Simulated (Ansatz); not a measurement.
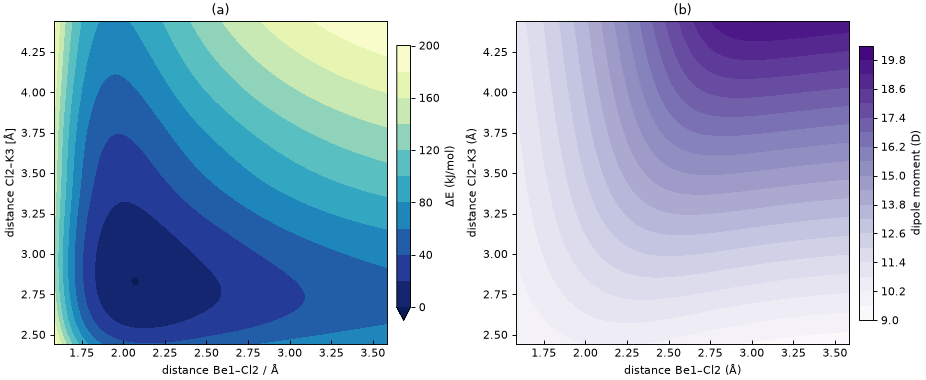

The system Be + ClK. First axis: distance Be1–Cl2. Second axis: distance Cl2–K3. Nothing is relaxed (the angle Be1–Cl2–K3 is fixed at 100 degrees). The grid has 16 × 16 points. Energies are in kJ/mol, from the lowest grid point. The reference is spin-restricted, so regions where a bond is pulled apart into radicals lie too high. These are results of RKS PBE0-D4/def2-SVPD (Ansatz 0.2.0), not measurements.

Panel (a) is the energy; panel (b) is the computed dipole moment, in D.

Drawn: filled contours. Between grid points the surface is interpolated.

Question: How does the dipole moment vary over the map, and what is it at the lowest grid point?

Answer: Leaving out the highest fifth of the energies, it runs from 9.2 D at distance Be1–Cl2 = 3.584 Å, distance Cl2–K3 = 2.440 Å to 17.4 D at distance Be1–Cl2 = 2.614 Å, distance Cl2–K3 = 4.100 Å. At the lowest grid point, distance Be1–Cl2 = 2.063 Å, distance Cl2–K3 = 2.799 Å, it is 11.4 D.
